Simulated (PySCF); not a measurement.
**NOF (nitrosyl fluoride) at PBE0/def2-SVP**

Aim: the vertical singlet–triplet gap of NOF (nitrosyl fluoride) at PBE0/def2-SVP, from 2 runs. 

The results are computed with PySCF 2.14.0.

6 further runs of the same task are left out: 6 that didn't finish.

### Step 1. The molecule

The species is NOF (3 atoms), meant as a singlet with charge 0. As SMILES, `O=NF`. The coordinates come from a PBE0-D4/def2-TZVP relaxation.

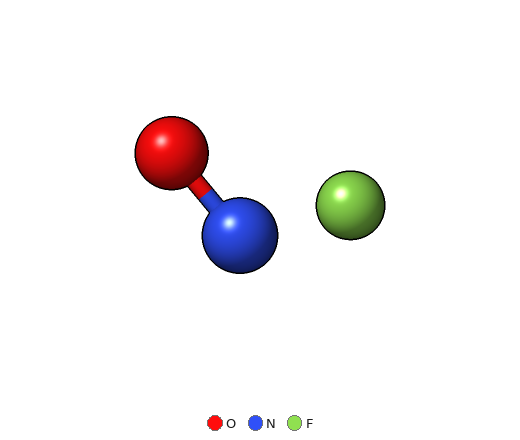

The structure, seen from a chosen angle (oxygen red, nitrogen blue, fluorine green).

### Step 2. The energy at PBE0/def2-SVP

File run.py:

```python
from pyscf import gto, dft

mol = gto.M(
    atom=[
    ('O', (0.868350, 0.242970, 0.504740)),
    ('N', (0.148930, -0.482540, 0.029910)),
    ('F', (-1.017290, 0.239580, -0.534650)),
],
    max_memory=40,
    verbose=3,
    basis='def2-svp',
    spin=0,
)

mf = dft.RKS(mol)
mf.xc = 'pbe0'
mf.grids.level = 4
mf.direct_scf_tol = 1e-08
mf.conv_tol = 1e-08
mf.max_cycle = 60
mf.kernel()

e_tot = mf.e_tot
print('E(%s) = %.9f' % ('PBE0', e_tot))
```

Launch:

```console
$ OMP_NUM_THREADS=1 python run.py
```

Output:

```text
converged SCF energy = -229.295421458004
E(PBE0) = -229.295421458
```

Wall time 4.5 s (1 thread of Arm Neoverse V1, shared host); peak memory 0.12 GiB.

### Step 3. The triplet, same level

File input.py:

```python
from pyscf import gto, dft

mol = gto.M(
    atom='''
O      0.868350     0.242970     0.504740
N      0.148930    -0.482540     0.029910
F     -1.017290     0.239580    -0.534650
''',
    spin=2,
    verbose=3,
    basis='def2-svp',
    max_memory=40,
    charge=0,
)

myscf = dft.UKS(mol)
myscf.xc = 'pbe0'
myscf.conv_tol = 1e-08
myscf.grids.level = 4
myscf.max_cycle = 60
myscf.direct_scf_tol = 1e-08
myscf.kernel()

etot = myscf.e_tot
print('E(%s) = %.9f' % ('PBE0', etot))
```

Launch:

```console
$ OMP_NUM_THREADS=1 python input.py
```

Output:

```text
WARN: HOMO -0.109193925346167 >= LUMO -0.325375274851166

converged SCF energy = -229.191952016158  <S^2> = 2.0127959  2S+1 = 3.0085185
E(PBE0) = -229.191952016
```

Run time: 18 s. Hardware: 1 thread of Arm Neoverse V1, shared host; peak memory 0.12 GiB.

### Step 4. Outcome

Level: PBE0/def2-SVP.

| quantity | value |
| --- | --- |
| singlet: total energy | -229.29542 Eh |
| singlet: dipole moment | 1.25 D |
| singlet: HOMO energy | -9.51 eV |
| singlet: LUMO energy | -3.11 eV |
| singlet: HOMO–LUMO gap | 6.40 eV |
| triplet: total energy | -229.19195 Eh |
| triplet: dipole moment | 0.50 D |
| triplet: HOMO energy (highest over α and β) | -6.55 eV |
| triplet: LUMO energy (lowest over α and β) | -5.77 eV |
| triplet: ⟨S²⟩ | 2.013 |
| vertical energy of the triplet above the singlet | 2.816 eV |

At this shape the triplet lies 2.82 eV (65 kcal/mol) above the singlet. Mulliken charges (singlet) run from -0.28 on F3 to +0.29 on N2; they depend strongly on the basis. Mulliken charges (triplet) run from -0.18 on F3 to +0.21 on N2; they depend strongly on the basis.
